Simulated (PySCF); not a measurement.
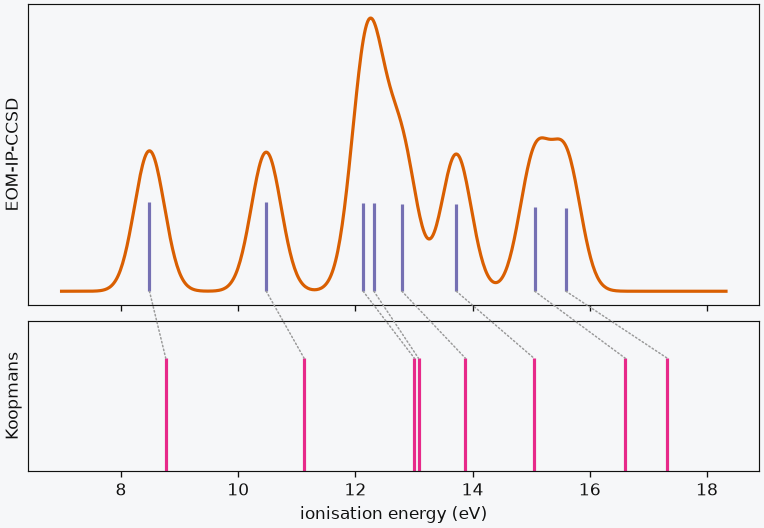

Valence photoelectron lines of C₂H₅OPSi, SMILES O=C=PC[SiH3]: vertical EOM-IP-CCSD/aug-cc-pVDZ (frozen core, PySCF 2.14.0, at a PBE0-D3(BJ)/def2-SVP geometry (no frequency check); 8 lines, one for each of the 8 highest orbitals, so a line of a deeper orbital can be missing among them) above, Hartree-Fock orbital energies with the sign turned below, non-relativistic; dotted lines join each line to its leading orbital. Stick heights are one-hole weights (summed over degenerate lines), not cross-sections; Gaussian width 0.60 eV.

### What is the first vertical ionisation energy, and how far is Koopmans' value off?

8.49 eV from the HOMO; Koopmans gives 8.76 eV, 0.28 eV too high.

### List the lines.

```tsv
hole	EOM-IP-CCSD (eV)	Koopmans (eV)	one-hole weight
HOMO	8.49	8.76	0.96
HOMO-1	10.48	11.13	0.95
HOMO-2	12.13	13.01	0.95
HOMO-3	12.32	13.08	0.95
HOMO-4	12.79	13.88	0.93
HOMO-5	13.72	15.05	0.93
HOMO-6	15.06	16.61	0.90
HOMO-7	15.59	17.32	0.89
```

Caveats: small basis, so the lines can lie some tenths of an eV too low; one conformer of a flexible molecule.
